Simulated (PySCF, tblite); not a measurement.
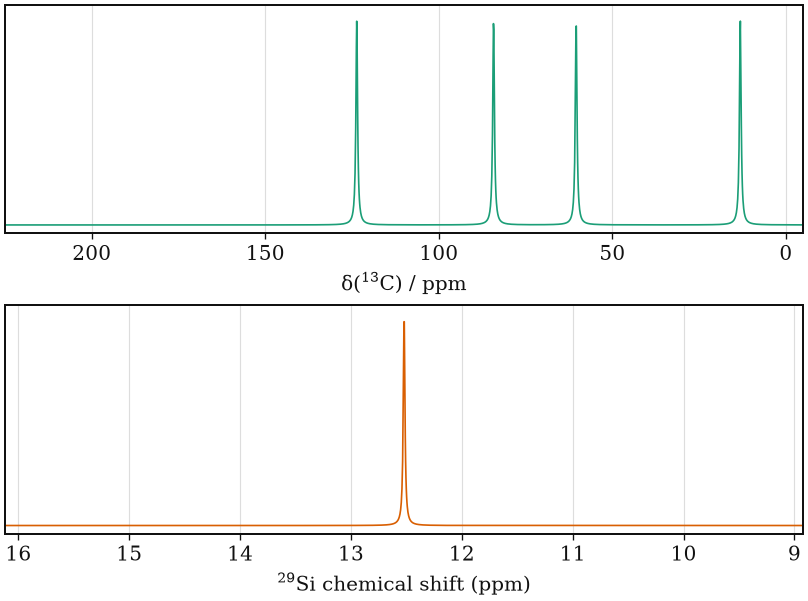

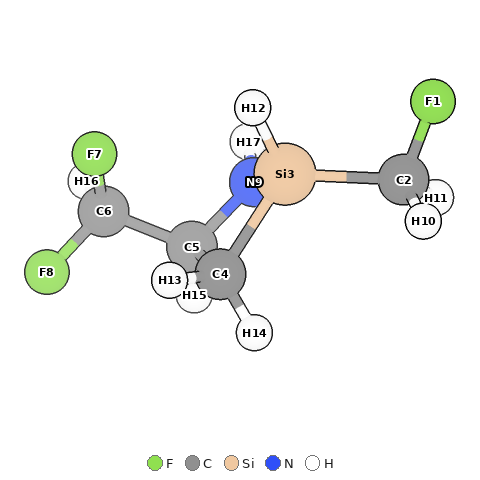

Spectrum and numbered structure of C₄H₈F₃NSi, SMILES FC[Si@@H]1C[C@@H](C(F)F)N1. GIAO shifts, PBE0/pcSseg-1 with PySCF, at a GFN2-xTB geometry (a minimum by its frequencies), against TMS for ¹³C and TMS for ²⁹Si computed at the same level. Gas phase, fully decoupled, line heights follow the number of nuclei, widths are arbitrary (no quadrupolar broadening); values of one conformer, averaged over methyl-type rotors and exact or near symmetry; other conformers aren't averaged in.

Q: Which ¹³C nuclei are the least shielded, and which the most?

A: Least shielded: C6 at 123.6 ppm. Most shielded: C4 at 13.1 ppm.

Q: Where does the ²⁹Si line lie?

A: At 12.5 ppm (Si3).

Note: the tight-binding geometry is rougher than a DFT one and adds to the error.
